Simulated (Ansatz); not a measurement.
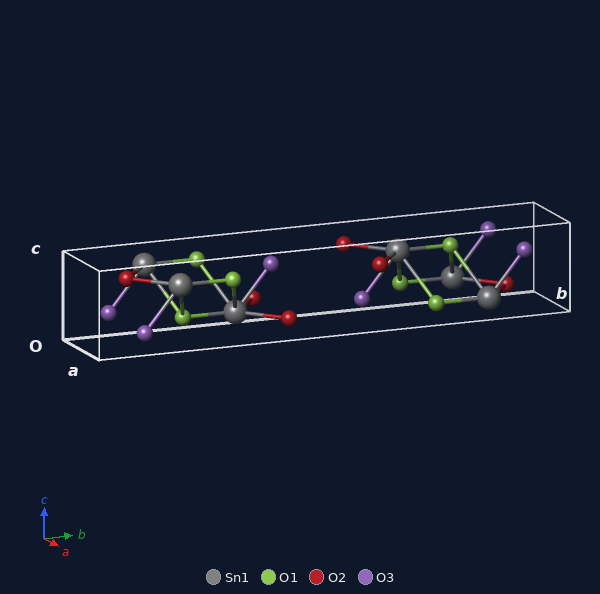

Crystal: SnO₃, the geometry relaxed with DFT PBE, scalar-relativistic, plane waves, PAW in Ansatz 0.2.0; the starting structure was generated, so it need not be a known form of this composition. One unit cell; atoms that symmetry makes equivalent share a colour (atoms on faces, edges and corners are repeated). All values are computed from the atomic coordinates in the standard setting (tolerance 0.002 Å).

a = 3.288 Å, b = 18.373 Å, c = 3.288 Å, α = 90.00°, β = 90.00°, γ = 90.00°; space group Cmcm, No. 63.

One atom of each site: Sn1 (0, 0.828, 1/4); O1 (0, 0.716, 1/4); O2 (1/2, 0.903, 1/4); O3 (0, 0.903, 3/4).

**Give the multiplicity, Wyckoff letter and site symmetry of each site.**

```json
{"site": "Sn1", "Wyckoff": "4c", "symmetry": "m2m"}
{"site": "O1", "Wyckoff": "4c", "symmetry": "m2m"}
{"site": "O2", "Wyckoff": "4c", "symmetry": "m2m"}
{"site": "O3", "Wyckoff": "4c", "symmetry": "m2m"}
```

**How many free positional parameters does the structure have?**

4: Sn1 1, O1 1, O2 1, O3 1.
